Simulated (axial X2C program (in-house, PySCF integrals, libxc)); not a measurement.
Relativistic diatomic calculation for InH⁻

System: InH⁻, single determinant with Ω = 3/2 (not the lowest found). The distance is the PBE0 minimum at charge −1.
Method: expectation values, HF and Kohn-Sham, two-component X2C with atomic mean-field Coulomb and Gaunt terms, In dyall-acv3z, H dyall-av3z (cores contracted) (axial X2C program (in-house, PySCF integrals, libxc)).

Input:
```
{"zs": [49, 1], "q": -1, "bas": ["dyall-acv3z", "dyall-av3z"], "r0": 1.74, "levels": ["PBE0", "HF", "BP86", "BHandHLYP", "TPSSh"], "nst": 3}
```

The line is the task of a batch: nuclear charges, charge, bases, the levels to run, a first guess of the distance and further settings. This report covers the levels named above. The log is that of the reference distance, started from orbitals converged before.

Hardware: 1 thread of Arm Neoverse V2, 112 GiB of memory available, shared host.

Launched within a batch (the task file carries these settings):
```bash
python <driver script> task.json out
```

Log:
```
two-component X2C + atomic mean field  PBE0
basis functions 171  fitting functions 875  grid points 5074
iter        total energy     max residual
   1      -5878.798631927     1.01e-05
   2      -5878.798631939     9.55e-06
   3      -5878.798631943     3.76e-06
   4      -5878.798631945     1.22e-06
   5      -5878.798631945     2.17e-07
converged
one-electron -8124.41435372  Coulomb 2396.50172483  exact exchange -39.73372241  xc functional -121.61016860  nuclear repulsion 13.73394244  atomic mean-field constant -3.27605448
```

Expectation values by level of theory:

| quantity | PBE0 | HF | BP86 | BHandHLYP | TPSSh |
| --- | --- | --- | --- | --- | --- |
| effective field for an electron dipole moment (GV/cm) | 0.927 | 5.69 | 0.616 | 0.762 | 0.775 |
| field gradient at the first nucleus (a.u.) | −4.44 | −4.80 | −4.38 | −4.46 | −4.38 |
| field gradient at the second nucleus (a.u.) | 0.0527 | 0.0583 | 0.0510 | 0.0540 | 0.0533 |
| A∥/gI, first nucleus (MHz) | 15.9 | −125 | 40.9 | 63.6 | 34.8 |
| A∥/gI, second nucleus (MHz) | −0.521 | −0.554 | −0.277 | 0.403 | −0.111 |

Each column comes from one determinant, in a basis with contracted cores. The levels disagree widely: the effective field runs from 0.616 to 5.69 GV/cm and A∥/gI at the first nucleus runs from −125 to 63.6 MHz. They may not all have settled in the same state, and these values aren't reliable properties of the molecule.

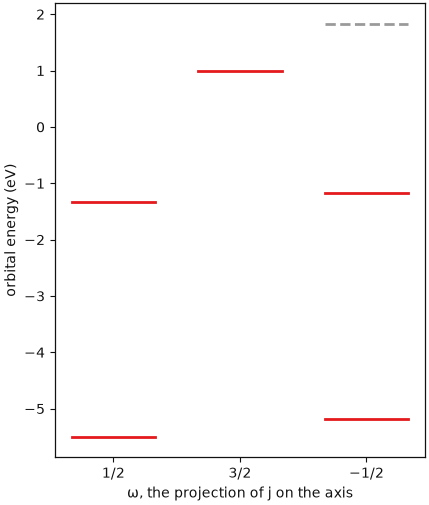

*Orbital energies (PBE0) near the frontier at 1.89 Å, filled (solid) and empty (dashed).*

The highest filled spinor (3/2; 91 % In p, 7 % H p) lies at 0.99 eV, the lowest empty one (−1/2; 95 % In p, 4 % H p) at 1.83 eV. A filled level above zero is held only by the finite basis .

Key numbers:

- outcome: converged; the levels of theory disagree widely; a filled level lies above zero
- wall time: 2.8 s
- peak memory: 0.33 GiB

Notes:

The highest filled level (PBE0, up to 0.99 eV) lies above zero. That is common for anions, where the functional's self-interaction leaves the outer electrons unbound; only the finite basis holds them, so such levels depend on it.
